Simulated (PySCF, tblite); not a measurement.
**C₅H₉FN₂Si: geometry, infrared bands and NMR shifts**

Wanted: the infrared bands and NMR shifts of C₅H₉FN₂Si (`N#C[C@]1(F)CCNC[SiH2]1`), by calculation.

Programs: tblite 0.8.0 and PySCF 2.14.0, with density-fitted response routines of our own. Each step states its level of theory. These are calculated values for one molecule in the gas phase, unless marked as measured. Atoms count from 0, in the outputs and in this text.

## (1) The molecule as given

18 atoms, charge 0, multiplicity 1; geometry from: force field or distance geometry start.

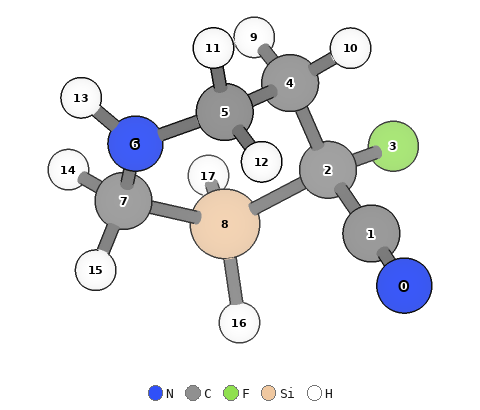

As it starts; nitrogen blue, carbon grey, fluorine green, silicon light orange, hydrogen white, atoms numbered.

## (2) Optimising the geometry with GFN2-xTB

Job settings and geometry (Å):

```
{"job": {"kind": "relax", "xc": "GFN2-xTB", "basis": "xTB"}, "charge": 0, "multiplicity": 1}
N     -1.910600     0.914000     2.381600
C     -1.604300     0.842300     1.264100
C     -1.186500     0.754800    -0.120300
F     -2.106800     1.455200    -0.917900
C     -1.046100    -0.697800    -0.570900
C     -0.110900    -1.410200     0.342000
N      1.266500    -1.128400     0.196100
C      1.728700     0.171900    -0.042700
Si     0.494300     1.486300    -0.350900
H     -0.676700    -0.742600    -1.606600
H     -2.043800    -1.153800    -0.469200
H     -0.244400    -2.500200     0.118700
H     -0.477200    -1.310600     1.410500
H      1.824000    -1.890200    -0.232800
H      2.411700     0.143500    -0.920600
H      2.353400     0.496900     0.828900
H      0.693700     2.686700     0.455100
H      0.626200     1.888400    -1.776900
```

Launch:

```console
OMP_NUM_THREADS=1 python probes_run.py task.json out
```

One launch serves the whole session: the jobs run in the order shown.

**Question.** This job is followed by: GFN2-xTB harmonic vibrations, gas phase; GIAO PBE0/pcSseg-1 NMR shielding, non-relativistic, gas phase. Predict these results of the whole session: strongest single infrared mode (GFN2-xTB); zero-point energy (GFN2-xTB); ¹³C shifts against TMS (PBE0/pcSseg-1); ¹H shifts against TMS (PBE0/pcSseg-1); ¹⁵N shifts against NH3 (PBE0/pcSseg-1); ¹⁹F shifts against CFCl3 (PBE0/pcSseg-1); ²⁹Si shifts against TMS (PBE0/pcSseg-1); surface potential, least and greatest.

The runs gave:

```
                                 quantity                                                      value
strongest single infrared mode (GFN2-xTB)                                      2333 cm⁻¹, 271 km/mol
             zero-point energy (GFN2-xTB)                                              83.7 kcal/mol
   ¹³C shifts against TMS (PBE0/pcSseg-1)                          124.0, 82.3, 49.4, 44.3, 36.2 ppm
    ¹H shifts against TMS (PBE0/pcSseg-1)  4.33, 3.96, 3.43, 3.17, 2.74, 2.68, 2.53, 1.66, -0.56 ppm
   ¹⁵N shifts against NH3 (PBE0/pcSseg-1)                                            320.7, 48.2 ppm
 ¹⁹F shifts against CFCl3 (PBE0/pcSseg-1)                                                 -196.0 ppm
  ²⁹Si shifts against TMS (PBE0/pcSseg-1)                                                  -44.8 ppm
    surface potential, least and greatest                                         -1.63 V and 1.75 V
```

In words: Over 98 steps the energy fell by 0.777 eV; of the close pairs, C2–Si8 changed most, 1.848 to 1.943 Å. No mode is imaginary among the 48: a minimum at this level. The strongest single mode, at 2333 cm⁻¹, moves mainly H16. Unscaled tight-binding wavenumbers are off by several per cent, some by more. Its intensities can rank the bands wrongly. The most deshielded carbon is C1 (nitrile carbon), at 124.0 ppm: C≡N carbons fall here, among the sp2 signals but without a proton. At PBE0/pcSseg-1: Shielding is most anisotropic at N0 (span 463 ppm, paramagnetic term -392 ppm). At PBE0/pcSseg-1, counted by nearest atom on the grid, the HOMO lies on N6 54 %; C7 8 %, the LUMO on N0 24 %; C1 18 %.
